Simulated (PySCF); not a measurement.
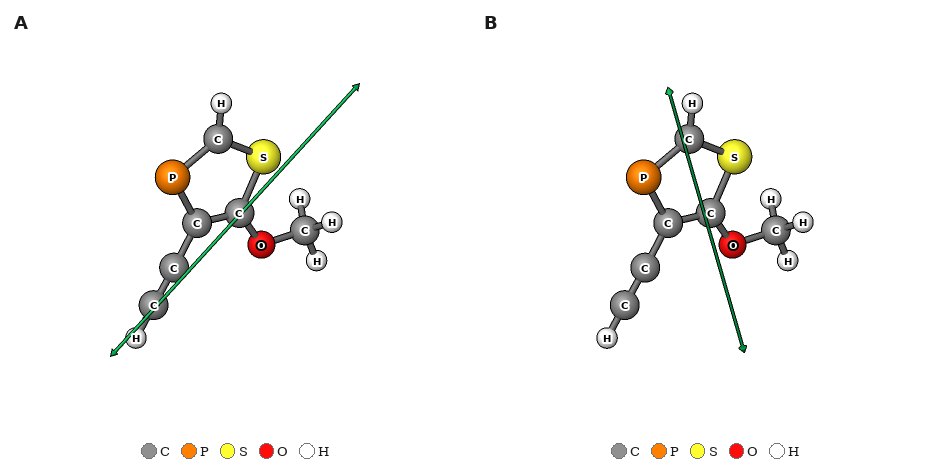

The double arrows show the directions of two transition dipoles from the ground state (lengths mean nothing). The computed structure is the end point of a GFN2-xTB optimisation. No frequency run is at hand to confirm it as a minimum. Properties computed with TDDFT PBE0/def2-SVPD, vertical, gas phase, core orbitals frozen in the response (PySCF 2.14.0).

One belongs to singlet state 1 and one to singlet state 6. Which is which?

Answer. A: state 6, 5.42 eV (229 nm), oscillator strength 0.33, of mixed character, with the largest part HOMO−1 → LUMO+1 (weight 0.38).
B: state 1, 4.24 eV (293 nm), oscillator strength 0.035, mainly HOMO → LUMO (weight 0.91).

The geometry is semi-empirical. Around P such bond lengths and angles can be off by a tenth of an ångström or more and by several degrees, and values that hang on the shape move with them.
